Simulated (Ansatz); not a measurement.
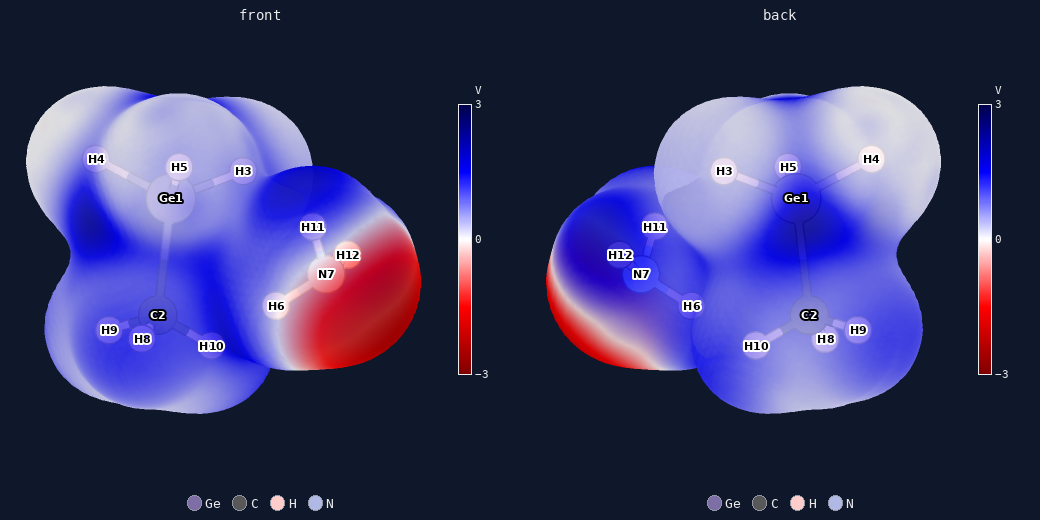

The picture shows: CH₆Ge···NH₃. The electrostatic potential painted on the density surface at 0.004 e/bohr³, seen from the front and from behind; the colour scale runs from red (negative) to blue (positive).

Not at a stationary point (largest force 0.6 eV/Å).

The calculation used UHF/def2-SVP (Ansatz).

```csv
atom,x (Å),y (Å),z (Å)
Ge,-0.9306,0.8063,0.3804
C,0.0364,-0.6492,1.2768
H,-1.7723,0.2872,-0.7938
H,-1.8940,1.4577,1.3905
H,0.0133,1.9093,-0.1152
H,1.2339,-0.5578,-0.7773
N,1.1679,-0.3686,-1.7652
H,1.0520,-0.3467,1.5363
H,-0.4781,-0.9049,2.2044
H,0.0835,-1.5508,0.6680
H,1.2039,0.6235,-1.9061
H,0.2840,-0.7059,-2.0984
```

Q: Describe the electrostatic potential map.

A: The most negative region (about −2.4 V, or −55 kcal/mol for a unit charge) lies over N7, the most positive (about +2.1 V, or +48 kcal/mol for a unit charge) over Ge1. N7 is the likeliest acceptor of a hydrogen bond.
